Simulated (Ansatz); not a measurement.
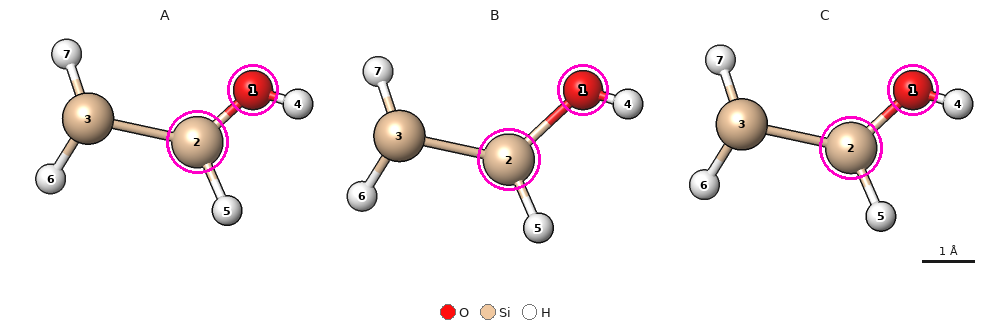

Si2H4O: the O1–Si2 distance is varied, with the rest of the molecule carried along rigidly. Style: ball-and-stick. Shown face on. The ringed atoms are those of the scanned coordinate.

Single-point energies from Ansatz with wB97M-V in the def2-TZVPP basis, on geometries moved rigidly from the minimum at PBE0-D4/def2-TZVP. Energies are counted from the PBE0-D4/def2-TZVP minimum geometry at the same level.

Order these geometries by energy, lowest first.

Lowest first: C (the distance 1.638 Å, 0.0 kcal/mol), A (the distance 1.474 Å, 14.2 kcal/mol), B (the distance 1.966 Å, 23.1 kcal/mol). Over the whole scan: the lowest computed point lies at the distance 1.638 Å (0.0 kcal/mol). The curvature at the lowest point is about 33 eV/Å² (5.4 mdyn/Å). The well is steeper on the short side, as for any bond.
